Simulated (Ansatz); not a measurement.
## Electronic structure of CH$_{3}$FLiN (SMILES C=[NH+][Li-][F]) in real space

The calculation's input:

```
crystal:
  periodic: [false, false, false]
  atoms:
    - {symbol: C, position_ang: [-1.935784, -0.705059, -1.172902]}
    - {symbol: F, position_ang: [-0.748003, -3.253137, -0.959426]}
    - {symbol: Li, position_ang: [-1.828800, -2.905751, 0.153608]}
    - {symbol: "N", position_ang: [-2.577045, -1.069033, -0.134660]}
    - {symbol: H, position_ang: [-3.230618, -0.361637, 0.208114]}
    - {symbol: H, position_ang: [-1.214800, -1.442374, -1.579760]}
    - {symbol: H, position_ang: [-2.076038, 0.279226, -1.651545]}
basis:
  gaussian:
    orbitals: def2-TZVPD
hamiltonian:
  xc: {name: PBE0}
output: {forces: true, orbitals: {seedname: orbitals}}
```

Command:

```sh
ansatz run input.yaml --threads 1 --pin off --max-ram 2610MiB --events-out events.jsonl --progress --plain --runs-dir runs
```

Geometry: PBE0-D3(BJ)/def2-SVP.

All numbers below come from isolated molecule in a Gaussian basis; Kohn-Sham density functional theory, functional PBE0 (Ansatz).

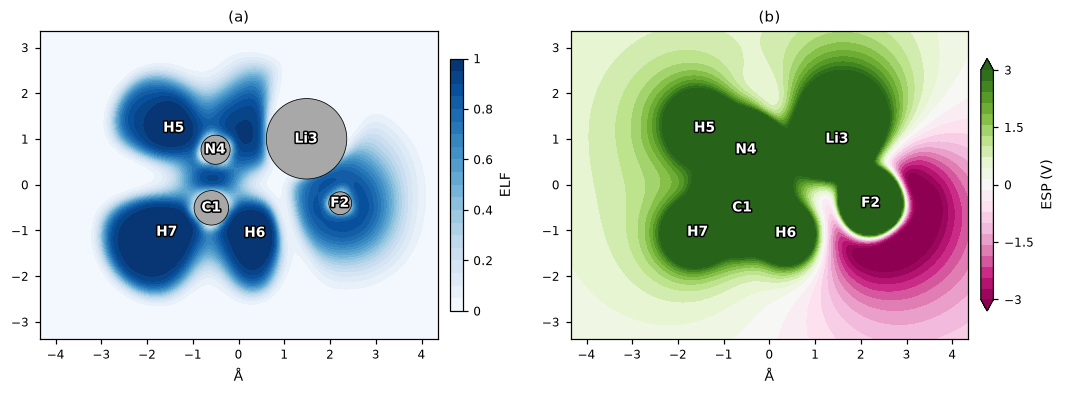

Figure 1. (a) ELF; (b) electrostatic potential on the molecular plane. Grey discs cover the atomic cores in the ELF map.

### What does the map show?

- Atoms in the plane: C, F, Li, N and H.
- C–N (1.27 Å): the ELF peaks at about 0.90 between the atoms (localised, covalent bonding).
- Li–F (1.59 Å): the ELF peaks at about 0.85 in the valence shell of F, 0.5 Å from its nucleus, and is about 0.50 at the midpoint (a closed-shell, largely ionic contact).
- Li–N (2.00 Å): the ELF peaks at about 0.95 in the valence shell of N, 0.7 Å from its nucleus, and falls to about 0.05 next to Li (a largely ionic contact).
- N–H (1.02 Å): the ELF climbs to about 1 towards the hydrogen, as it does in any bond to H; a covalent bond by its length.
- C–H (1.10 Å): the ELF climbs to about 1 towards the hydrogen; a covalent bond by its length.
- Outside the dense part of the molecule the potential is most negative (−3.9 V) near F2.

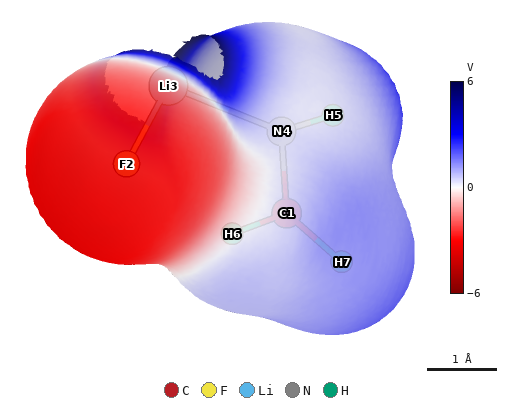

Figure 2. The electrostatic potential painted on the density surface at 0.004 e/bohr³, seen at a tilt; the colour scale runs from red (negative) to blue (positive).

### Describe the electrostatic potential map.

The most negative region (about −3.4 V) lies over F2, the most positive (about +5.4 V) over Li3.

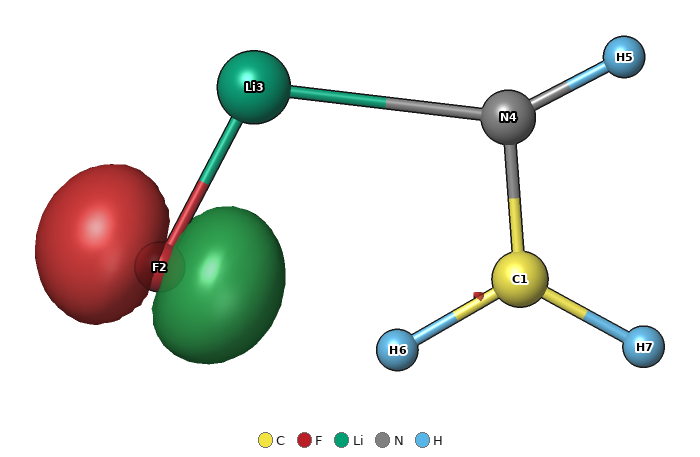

Figure 3. The HOMO at ±0.3 Å⁻³ᐟ² (green and red are the two phases), seen across its widest extent.

### Describe this orbital and give its energy.

Its weight (Hirshfeld) is mainly on F2 (about 85 %); it is symmetric in the molecular plane (an in-plane orbital: σ, lone-pair or in-plane π type); largely a lone pair of F2. Its energy is −7.63 eV.

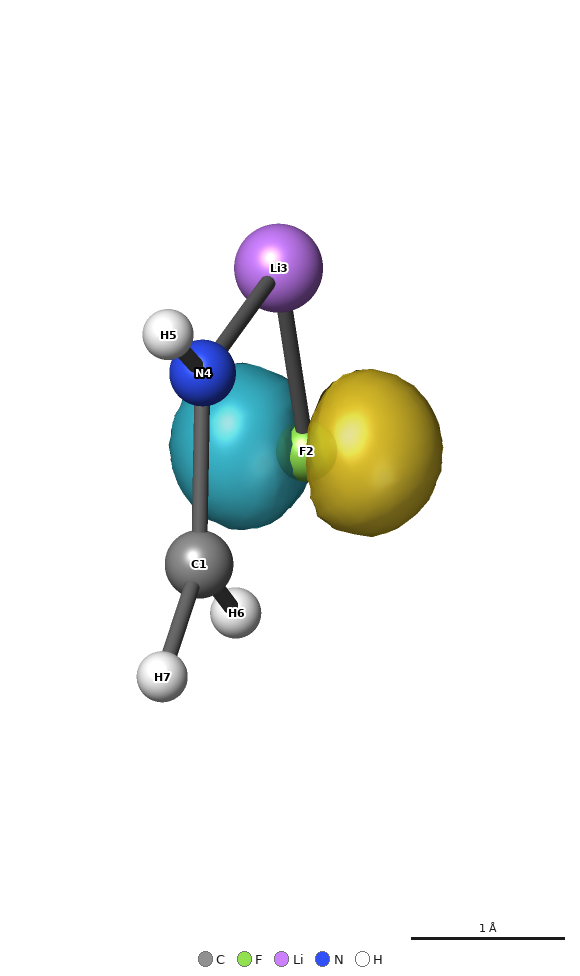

Figure 4. The HOMO−1 at ±0.4 Å⁻³ᐟ² (yellow and cyan are the two phases), seen at an oblique angle.

### Describe this orbital and give its energy.

By Hirshfeld shares it lies mainly on F2 (about 95 %); it changes sign across the molecular plane (π type). Its energy is −7.71 eV.
